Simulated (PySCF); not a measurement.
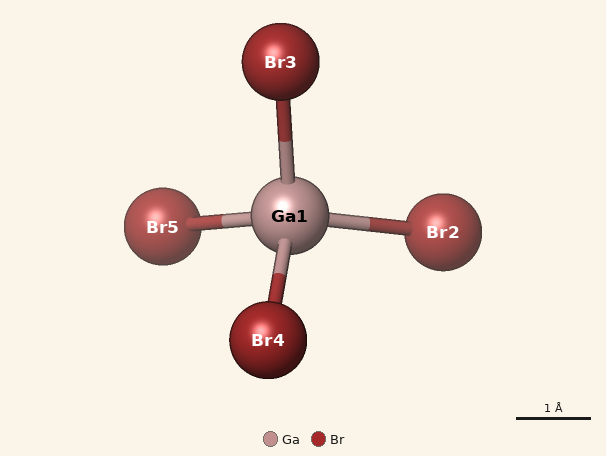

Orthographic view. Distant atoms are faded towards the background colour. Charge −1, singlet. Computed geometry: PBE0-D3(BJ)/def2-SVP optimisation. No frequency run is at hand to confirm it as a minimum.

Give the geometry as a Z-matrix, atoms in numerical order, with these reference atoms: 2 to 1; 3 to 1, 2; 4 to 1, 3, 2; 5 to 1, 3, 4.

```
Ga 
Br   1   2.358
Br   1   2.356   2   109.9
Br   1   2.357   3   109.0   2   121.3
Br   1   2.354   3   108.8   4   118.3
```
